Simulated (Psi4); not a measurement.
**One shape, several levels: C2H2Cl2F2 (1,1-dichloro-2,2-difluoroethane)**

We compute a comparison of 6 runs (HF/STO-3G, B3LYP/6-31G*, B2PLYP/def2-SVP, TPSSh/def2-SVP, wB97M-V/def2-SVP) of C2H2Cl2F2 (1,1-dichloro-2,2-difluoroethane). 

The results are computed with Psi4 1.11.

**1. The system as given**

C2H2Cl2F2: 8 atoms, total charge 0, spin state singlet. As SMILES, `FC(F)C(Cl)Cl`. The C4–Cl5 distance was set to 3.874 Å, away from the relaxed value. At this shape a bond of the SMILES string is far longer than usual.

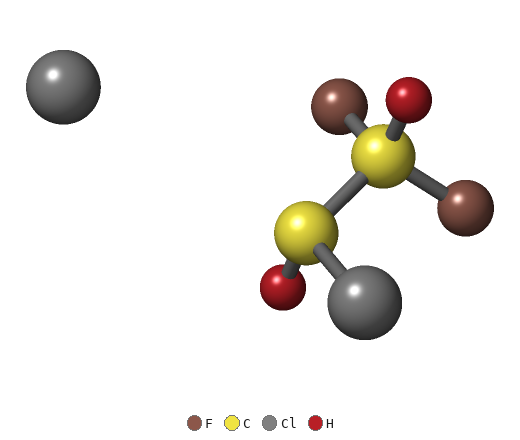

The structure, seen from a chosen angle (fluorine brown, carbon yellow, chlorine grey, hydrogen red).

**2. A single-point energy at HF/STO-3G (run 1)**

The input, input.dat:

```
memory 2200 mb

molecule {
  0 1
  F      0.012269    -2.358669     2.992755
  C      0.276769    -1.532809     1.960255
  F      0.890479    -2.261599     1.006195
  C     -1.035771    -0.990739     1.406425
  Cl    -0.309580     1.248420    -1.669870
  Cl    -1.883061    -0.103919     2.669615
  H      0.944799    -0.733819     2.294625
  H     -1.668621    -1.816309     1.085755
  symmetry c1
}

set globals {
  puream true
  e_convergence 1e-09
  d_convergence 1e-08
  scf_type pk
}

energy("hf/STO-3G")
```

On the command line:

```
psi4 input.dat output.dat -n 1
```

output.dat:

```text
[...]
  Running in c1 symmetry.
[...]
  Nuclear repulsion =  315.052269423299606
[...]
  Multiplicity = 1
[...]
  Nalpha       = 33
  Nbeta        = 33
[...]
    Number of basis functions: 40
[...]
   @RHF iter   1: -1180.52637068589502   -2.15566e+00   1.55110e-02 DIIS/ADIIS
[...]
   @RHF iter  31: -1180.91055489663813   -7.20775e-11   8.64522e-09 DIIS
[...]
    Orbital Energies [Eh]
    ---------------------
    Doubly Occupied:
       1A   -103.830208     2A   -103.530009     3A    -26.040502
       4A    -26.019109     5A    -11.287951     6A    -11.240285
       7A    -10.505329     8A    -10.228951     9A     -7.949376
      10A     -7.944246    11A     -7.943329    12A     -7.672148
      13A     -7.668164    14A     -7.668155    15A     -1.627906
      16A     -1.553236    17A     -1.174237    18A     -0.995892
      19A     -0.864031    20A     -0.861215    21A     -0.726280
      22A     -0.705435    23A     -0.674567    24A     -0.604126
      25A     -0.562625    26A     -0.525701    27A     -0.518664
      28A     -0.506471    29A     -0.493997    30A     -0.459065
      31A     -0.307384    32A     -0.307230    33A     -0.226539
[...]
  @RHF Final Energy: -1180.91055489663813
   => Energetics <=
    Nuclear Repulsion Energy =            315.0522694232996059
    One-Electron Energy =               -2265.4809257576216623
    Two-Electron Energy =                 769.5181014376839812
    Total Energy =                      -1180.9105548966381320
[...]
 Multipole Moments:
 ------------------------------------------------------------------------------------
     Multipole            Electronic (a.u.)      Nuclear  (a.u.)        Total (a.u.)
 ------------------------------------------------------------------------------------
 L = 1.  Multiply by 2.5417464519 to convert [e a0] to [Debye]
 Dipole X            :          0.1702458           -0.4770933           -0.3068475
 Dipole Y            :         -1.2652815           -0.1886925           -1.4539741
 Dipole Z            :          1.3494625            0.6100085            1.9594710
 Magnitude           :                                                    2.4592118
[...]
```

It took 2.7 s on 1 thread of Intel Xeon Platinum 8259CL at 2.50GHz (Skylake/Cascade Lake), shared host; peak memory 0.18 GiB.

**3. Energy and gradient at B3LYP/6-31G(d) (spherical functions) (run 2)**

The input, run.py:

```python
import psi4

psi4.set_memory(2200000000)
psi4.set_num_threads(1)
psi4.core.set_output_file('output.dat', False)

geom = psi4.geometry("""
0 1
F      0.012269    -2.358669     2.992755
C      0.276769    -1.532809     1.960255
F      0.890479    -2.261599     1.006195
C     -1.035771    -0.990739     1.406425
Cl    -0.309580     1.248420    -1.669870
Cl    -1.883061    -0.103919     2.669615
H      0.944799    -0.733819     2.294625
H     -1.668621    -1.816309     1.085755
symmetry c1
""")

options = {'basis': '6-31G*', 'puream': True, 'e_convergence': 1e-09, 'd_convergence': 1e-08, 'scf_type': 'pk', 'dft_radial_points': 99, 'dft_spherical_points': 590}
psi4.set_options(options)

E, wfn = psi4.gradient('b3lyp', return_wfn=True)
psi4.oeprop(wfn, 'MAYER_INDICES', 'DIPOLE', 'QUADRUPOLE')
print('gradient / Eh bohr^-1')
print(E.np.round(6))
print(f'energy = {wfn.energy():.10f} Eh')
```

On the command line:

```
python run.py
```

output.dat, shortened:

```text
[...]
  Running in c1 symmetry.
[...]
  Nuclear repulsion =  315.052269423299606
[...]
  Multiplicity = 1
[...]
  Nalpha       = 33
  Nbeta        = 33
[...]
    Number of basis functions: 96
[...]
   @RKS iter   1: -1197.08083541928704   -2.43791e-01   5.15567e-03 ADIIS/DIIS
[...]
   @RKS iter  21: -1197.31119809828238   -7.04858e-12   7.33471e-09 DIIS
[...]
  @RKS Final Energy: -1197.31119809828238
   => Energetics <=
    Nuclear Repulsion Energy =            315.0522694232996059
    One-Electron Energy =               -2279.2831921034280640
    Two-Electron Energy =                 838.6355118894277894
    DFT Exchange-Correlation Energy =     -71.7157873075815786
    Empirical Dispersion Energy =           0.0000000000000000
    VV10 Nonlocal Energy =                  0.0000000000000000
    Total Energy =                      -1197.3111980982823752
[...]
  -Total Gradient:
     Atom            X                  Y                   Z
    ------   -----------------  -----------------  -----------------
       1        0.008778953938     0.004729545681    -0.007185880078
       2       -0.022500454507    -0.021026814974     0.017383867209
       3        0.000407736220     0.001614563369     0.006292613555
       4        0.016955676910     0.012433559523    -0.051688056446
       5        0.002729725186     0.009185301583    -0.012567081563
       6       -0.010386634779     0.000551381919     0.027765184174
       7       -0.000300515591     0.000569143225    -0.001522536441
       8        0.004324674366    -0.008065747819     0.021516073581
[...]
 Multipole Moments:
 ------------------------------------------------------------------------------------
     Multipole            Electronic (a.u.)      Nuclear  (a.u.)        Total (a.u.)
[...]
```

On the terminal:

```text
gradient / Eh bohr^-1
[[ 0.008779  0.00473  -0.007186]
 [-0.0225   -0.021027  0.017384]
 [ 0.000408  0.001615  0.006293]
 [ 0.016956  0.012434 -0.051688]
 [ 0.00273   0.009185 -0.012567]
 [-0.010387  0.000551  0.027765]
 [-0.000301  0.000569 -0.001523]
 [ 0.004325 -0.008066  0.021516]]
energy = -1197.3111980983 Eh
```

Wall time 35 s (1 thread of Intel Xeon Platinum 8259CL at 2.50GHz (Skylake/Cascade Lake), shared host); peak memory 1.3 GiB.

Runs 3 to 5 aren't shown in full; the table further down has their settings and results.

**4. The energy at wB97M-V/def2-SVP (run 6)**

The input, c2h2cl2f2.json:

```json
{
 "schema_name": "qcschema_input",
 "schema_version": 1,
 "molecule": {
  "schema_name": "qcschema_molecule",
  "schema_version": 2,
  "symbols": ["F", "C", "F", "C", "Cl", "Cl", "H", "H"],
  "geometry": [0.02318505, -4.45723843, 5.65548731, 0.52301761, -2.89658921, 3.70434508, 1.68276143, -4.27380271, 1.90143298, -1.95732352, -1.87222537, 2.65775806, -0.58502141, 2.35917189, -3.15559696, -3.55846957, -0.19637845, 5.04484121, 1.78541135, -1.38671694, 4.33621281, -3.1532367, -3.43232657, 2.05177959],
  "molecular_charge": 0,
  "molecular_multiplicity": 1,
  "fix_symmetry": "c1"
 },
 "driver": "energy",
 "model": {
  "method": "wb97m-v",
  "basis": "def2-SVP"
 },
 "keywords": {
  "reference": "rks",
  "puream": true,
  "e_convergence": 1e-09,
  "d_convergence": 1e-08,
  "scf_type": "pk",
  "dft_radial_points": 99,
  "dft_spherical_points": 590
 }
}
```

On the command line:

```
psi4 --qcschema c2h2cl2f2.json -n 1 --memory 2200MB
```

stdout:

```text
[...]
  Running in c1 symmetry.
[...]
  Nuclear repulsion =  315.052269480358461
[...]
  Multiplicity = 1
[...]
  Nalpha       = 33
  Nbeta        = 33
[...]
    Number of basis functions: 102
[...]
   @RKS iter   1: -1196.45862189944546   -4.23973e-01   4.96632e-03 ADIIS/DIIS
[...]
   @RKS iter  24: -1196.66823350171535   -1.95541e-11   3.42222e-09 DIIS
[...]
    Orbital Energies [Eh]
    ---------------------
    Doubly Occupied:
       1A   -101.934177     2A   -101.785674     3A    -24.967689
       4A    -24.956678     5A    -10.574413     6A    -10.535506
       7A     -9.733398     8A     -9.582202     9A     -7.445078
      10A     -7.437671    11A     -7.434716    12A     -7.295349
      13A     -7.284787    14A     -7.284775    15A     -1.419122
      16A     -1.353677    17A     -1.065602    18A     -0.907943
      19A     -0.839443    20A     -0.797268    21A     -0.718153
      22A     -0.702298    23A     -0.674577    24A     -0.606840
      25A     -0.583362    26A     -0.565651    27A     -0.553591
      28A     -0.511816    29A     -0.507992    30A     -0.469968
      31A     -0.354894    32A     -0.354704    33A     -0.330116
[...]
  @RKS Final Energy: -1196.66823350171535
   => Energetics <=
    Nuclear Repulsion Energy =            315.0522694803584614
    One-Electron Energy =               -2278.3405388697769922
    Two-Electron Energy =                 833.4490190093511046
    DFT Exchange-Correlation Energy =     -67.1004997832729089
    Empirical Dispersion Energy =           0.0000000000000000
    VV10 Nonlocal Energy =                  0.2715166616246744
    Total Energy =                      -1196.6682335017155765
[...]
 Multipole Moments:
 ------------------------------------------------------------------------------------
     Multipole            Electronic (a.u.)      Nuclear  (a.u.)        Total (a.u.)
 ------------------------------------------------------------------------------------
 L = 1.  Multiply by 2.5417464519 to convert [e a0] to [Debye]
 Dipole X            :         -0.0428484           -0.4770933           -0.5199417
 Dipole Y            :         -0.6381360           -0.1886925           -0.8268285
 Dipole Z            :          1.2613238            0.6100085            1.8713323
 Magnitude           :                                                    2.1108930
[...]
```

The result, in JSON:

```text
{
 "driver": "energy",
 "model": {
  "method": "wb97m-v",
  "basis": "def2-SVP"
 },
 "success": true,
 "return_result": -1196.6682335017153,
 "properties": {
  "calcinfo_nbasis": 102,
  "calcinfo_nmo": 102,
  "calcinfo_nalpha": 33,
  "calcinfo_nbeta": 33,
  "calcinfo_natom": 8,
  "nuclear_repulsion_energy": 315.05226948035846,
  "return_energy": -1196.6682335017153,
  "scf_one_electron_energy": -2278.340538869777,
  "scf_two_electron_energy": 833.4490190093511,
  "scf_vv10_energy": 0.2715166616246744,
  "scf_xc_energy": -67.10049978327291,
  "scf_dipole_moment": [-0.5199417195221283, -0.8268285290719848, 1.8713322657670601],
  "scf_total_energy": -1196.6682335017153,
  "scf_iterations": 24
 }
}
```

Run time: 6.6 min. Hardware: 1 thread of Intel Xeon Platinum 8259CL at 2.50GHz (Skylake/Cascade Lake), shared host; peak memory 1.3 GiB.

**5. All runs side by side**

```
run                                              level      task         integration grid   energy (Eh)  dipole moment (D)  HOMO energy (eV)  LUMO energy (eV)  wall time
  1                                          HF/STO-3G    energy                        –  -1180.910555               6.25             -6.16             -1.95      2.7 s
  2                 B3LYP/6-31G* (spherical functions)  gradient  99 radial × 590 angular  -1197.311198               5.78             -7.41             -6.33       35 s
  3  B2PLYP/def2-SVP (density fitting for correlation)    energy  99 radial × 590 angular  -1196.307674                  –             -7.98             -5.27       34 s
  4                 B3LYP/6-31G* (Cartesian functions)  gradient  99 radial × 590 angular  -1197.321386               5.78             -7.41             -6.33       44 s
  5                                     TPSSh/def2-SVP    energy  99 radial × 590 angular  -1196.862630               4.81             -6.83             -6.39    2.1 min
  6                                   wB97M-V/def2-SVP    energy  99 radial × 590 angular  -1196.668234               5.37             -8.98             -4.53    6.6 min
```

**6. What came out**

| quantity | value |
| --- | --- |
| run 6: total energy | -1196.66823 Eh |
| run 6: dipole moment | 5.37 D |
| run 6: HOMO energy | -8.98 eV |
| run 6: LUMO energy | -4.53 eV |
| run 6: HOMO–LUMO gap | 4.46 eV |

Over runs 1, 2, 4, 5, 6 the dipole moment (its size) runs from 4.81 D (TPSSh/def2-SVP) to 6.25 D (HF/STO-3G). The two ends differ in method and basis. The HOMO–LUMO gap runs from 0.44 eV (TPSSh/def2-SVP) to 4.46 eV (wB97M-V/def2-SVP). Totals of different functionals can't be ranked against each other. In run 1 the basis is minimal, so the values are rough. In runs 1, 2, 3, 4, 5, 6 a closed-shell determinant meets a far-stretched bond, which it describes badly. All runs together took 11 min, the longest 6.6 min.
